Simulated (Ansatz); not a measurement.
# Response to strain in Zn

The parent structure is Zn in the fcc (Cu type) structure (space group Fm-3m, No. 225; a = 3.840 Å; a cell from a computed database, its experimental status unchecked; relaxed with 0.1 eV smearing). Axes: x, y, z lie along the cube axes.

Strains are applied to the cell and any free atomic positions relax; under biaxial strain the out-of-plane vector relaxes too.

Method: DFT with PBEsol, PAW potentials and a 420 eV plane-wave cutoff in Ansatz (a quantum-chemistry and plane-wave program), without spin-orbit coupling.

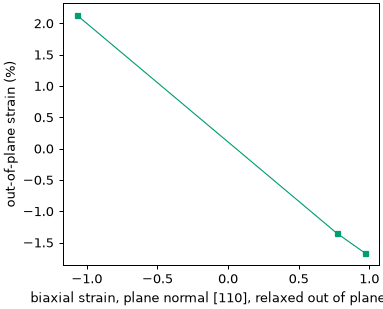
Figure: Out-of-plane strain against biaxial strain, plane normal [110], relaxed out of plane

```json
[
 {"biaxial strain, plane normal [110], relaxed out of plane (%)": "-1.07", "out-of-plane strain": "+2.13 %"},
 {"biaxial strain, plane normal [110], relaxed out of plane (%)": "0.77", "out-of-plane strain": "-1.35 %"},
 {"biaxial strain, plane normal [110], relaxed out of plane (%)": "0.97", "out-of-plane strain": "-1.67 %"}
]
```

A biaxial case was relaxed in a doubled cell and then solved in the primitive one. No phonon test of stability was made. This is not the structure that Zn has at room temperature and ambient pressure.
